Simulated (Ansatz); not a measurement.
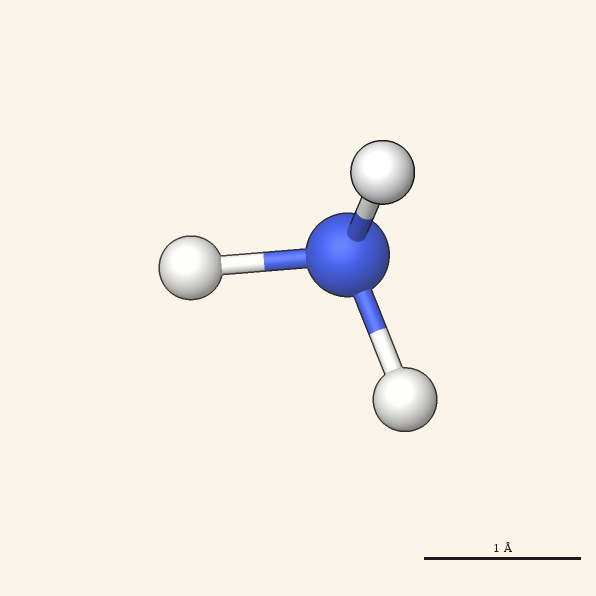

Every bond is drawn as one stick, whatever its order. Colours: hydrogen white, nitrogen blue.

The computed structure is the end point of a PBE0-D4/def2-TZVP optimisation.

Question: Count the atoms of each element.

Answer: NH₃, 4 atoms: 1 nitrogen and 3 hydrogen.

Question: What is the point group of this geometry?

Answer: C3v.

More results for the same structure follow; atom numbers are the same in all pictures, views and colours differ.

**Shape**

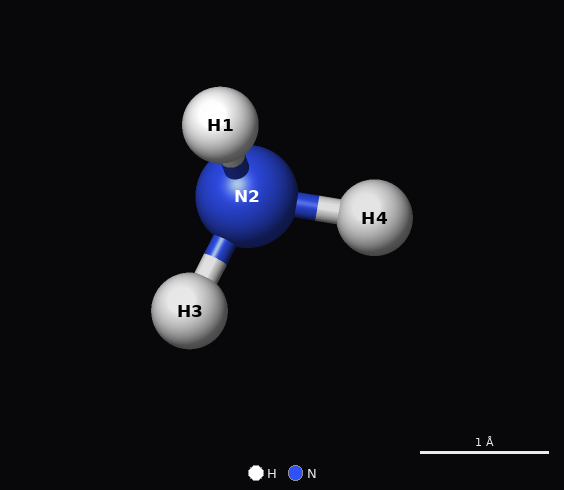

Atoms carry their numbers in the input.

Question: Describe the coordination of atom 2.

Answer: N2 has 3 neighbours (H1 at 1.01, H3 at 1.01, H4 at 1.01 Å); the arrangement is trigonal pyramidal.

**Charges**

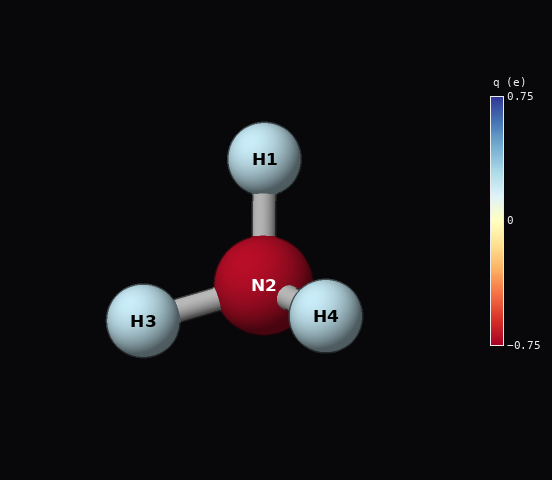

Atoms are coloured by their Mulliken charges. Level of theory: RKS PBE0-D4/def2-TZVP (Ansatz 0.2.0).

Give the Mulliken charges atom by atom.

| atom | value (e) |
| --- | --- |
| H1 | 0.23 |
| N2 | −0.70 |
| H3 | 0.23 |
| H4 | 0.23 |

**Vibrations**

Harmonic vibrations computed with RKS PBE0-D4/def2-TZVP (Ansatz 0.2.0) at a stationary point of the same level.

Question: How many vibrational modes are there, and where do they lie?

Answer: 6 modes: 1031, 1670, 1670, 3502, 3631, 3631 cm⁻¹.

**Thermal motion**

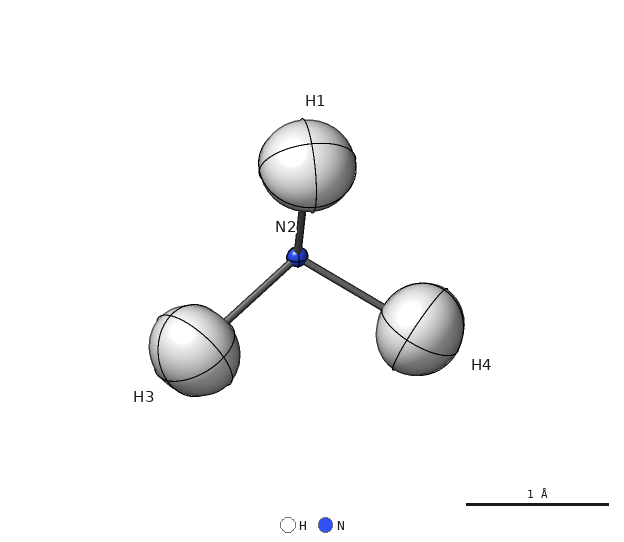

Displacement ellipsoids at the 50 % level, enlarged 3 times, from the internal vibrations of the free molecule (harmonic, no overall translation or rotation; no half-axis is drawn under 0.075 Å). Vibrations computed with RKS PBE0-D4/def2-TZVP (Ansatz 0.2.0). Temperature: 298 K.

Question: Which atom has the largest mean-square displacement?

Answer: H1, H3, H4, with U_eq = 0.0051 Å².

List U_eq and the three principal root-mean-square amplitudes for each kind of atom.

| atom | U_eq (Å²) | rms amplitudes (Å) |
| --- | --- | --- |
| H1, H3, H4 | 0.0051 | 0.066, 0.074, 0.074 |
| N2 | 0.00011 | 0.008, 0.008, 0.014 |

Mulliken values depend strongly on the basis set and can even reverse the polarity of a bond.
